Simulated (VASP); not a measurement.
Band structure of In (bct). Level of theory: LDA (Ceperley-Alder, Perdew-Zunger), VASP's LDA PAW potentials (set 64) (plane waves; VASP).

Unless said otherwise, spin-orbit coupling is left out, though it shifts the bands of the heavy elements here.

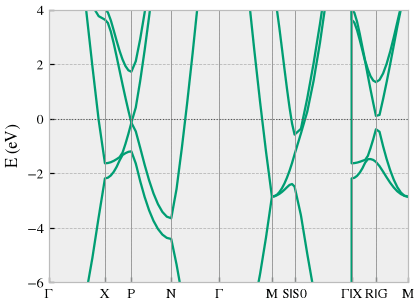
Figure: Bands along high-symmetry lines, zero at the valence-band maximum or, without a gap, the Fermi level

Question: Read the plot: is there a gap, and where are the band edges?

Answer: It has no gap at this level: it comes out as a metal or semimetal. (Edges off the drawn lines would not show.)

The compound is In in the bct structure. It was relaxed first, which changed the volume by -6 %.
